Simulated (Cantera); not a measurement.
Charge: 1 mol CuO, 9.1 mol H2, 7.5 mol N2, held at 0.870 bar.

Equilibrium computed with Cantera from the NASA thermochemical tables; the gas is ideal and each condensed phase is pure. Candidate condensed phases: Cu, CuO, Cu(OH)2, Cu2O, H2O; 27 gas species. Kinetics and transport are ignored.

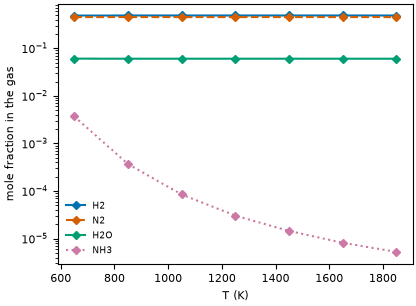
*Equilibrium gas composition (values under 1e-9 drawn at 1e-9)*

From 650 K to 1250 K the condensed part is Cu(s). From 1450 K to 1850 K the condensed part is Cu(l).
